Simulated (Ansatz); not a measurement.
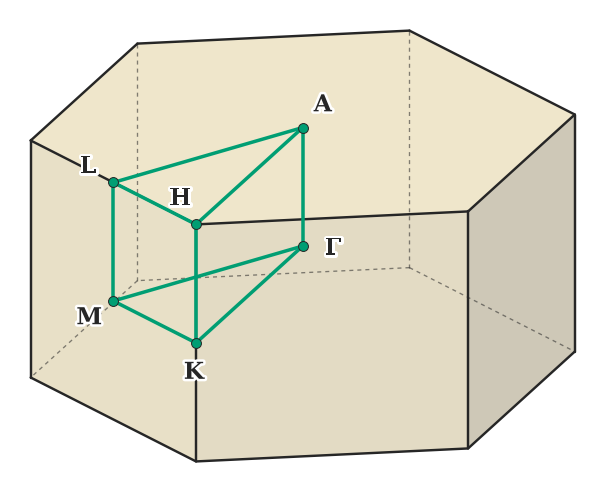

For Gd, the end point of a relaxation with Ansatz, DFT, PBE, plane waves (420 eV) with PAW, scalar-relativistic: the figure shows the first Brillouin zone with its special points and a band path. Symmetry computed with spglib at a tolerance of 0.002 Å; standard conventional cell.

Labels and path follow the convention of Hinuma et al. (2017), as computed by seekpath.

### Name the Bravais lattice of the crystal.

A primitive hexagonal lattice (hP; extended symbol hP2). The zone is a hexagonal prism in its combinatorial type: 8 faces (6 with 4 edges, 2 with 6 edges), 18 edges, 12 vertices.

### Write the standard path through the labelled points.

Γ–M–K–Γ–A–L–H–A | L–M | H–K
